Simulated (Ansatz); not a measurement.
Input

```
crystal:
  periodic: [false, false, false]
  atoms:
    - {symbol: C, position_ang: [0.874888, -2.721209, -1.256028]}
    - {symbol: C, position_ang: [0.645814, -1.700890, -0.167712]}
    - {symbol: O, position_ang: [0.060105, -0.546648, -0.723066]}
    - {symbol: Si, position_ang: [-0.316980, 0.814335, 0.139215]}
    - {symbol: C, position_ang: [-1.063750, 1.982154, -1.103000]}
    - {symbol: C, position_ang: [-1.540062, 0.402190, 1.493677]}
    - {symbol: C, position_ang: [1.228230, 1.543733, 0.901287]}
    - {symbol: H, position_ang: [1.327772, -3.626711, -0.844610]}
    - {symbol: H, position_ang: [-0.070641, -2.990551, -1.731001]}
    - {symbol: H, position_ang: [1.539262, -2.317998, -2.022972]}
    - {symbol: H, position_ang: [1.600492, -1.449676, 0.315476]}
    - {symbol: H, position_ang: [-0.007574, -2.122808, 0.608721]}
    - {symbol: H, position_ang: [-1.349669, 2.926442, -0.631905]}
    - {symbol: H, position_ang: [-1.956756, 1.546542, -1.557686]}
    - {symbol: H, position_ang: [-0.353176, 2.204332, -1.902814]}
    - {symbol: H, position_ang: [-1.835208, 1.305557, 2.035103]}
    - {symbol: H, position_ang: [-1.117074, -0.292868, 2.224132]}
    - {symbol: H, position_ang: [-2.444952, -0.051645, 1.081191]}
    - {symbol: H, position_ang: [0.996056, 2.472492, 1.430277]}
    - {symbol: H, position_ang: [1.973661, 1.772043, 0.135054]}
    - {symbol: H, position_ang: [1.685161, 0.861983, 1.623761]}
basis:
  gaussian: {orbitals: def2-TZVPP}
hamiltonian: {xc: pbe0, dispersion: d4}
output: {orbitals: {seedname: orbitals}}
```

Command:

```sh
ansatz run in.yaml --threads 2 --pin off --events-out ev --progress --plain --max-ram 32768MiB --backend cuda --devices 0, --max-vram 18GiB
```

Geometry: PBE0-D4/def2-TZVP.

These are results of Ansatz 0.2.0, RKS PBE0-D4/def2-TZVPP, not measurements.

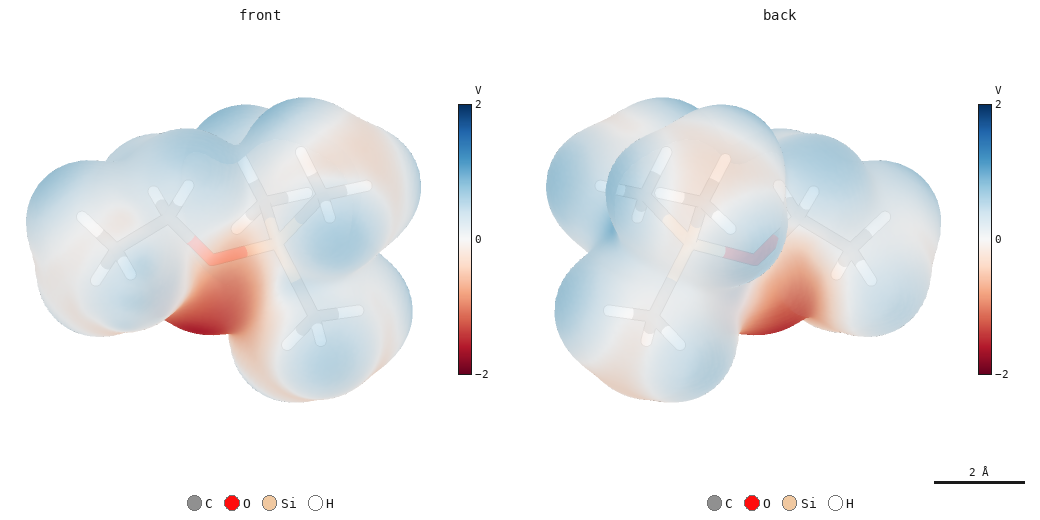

C5H14OSi (SMILES CCO[Si](C)(C)C). The electrostatic potential painted on the density surface at 0.002 e/bohr³, seen from the front and from behind; the colour scale runs from red (negative) to blue (positive).

Describe the electrostatic potential map.

Answer. The most negative region (about −1.5 V) lies over O3, the most positive (about +0.7 V) over the H and Si atoms. O3 is the likeliest acceptor of a hydrogen bond.
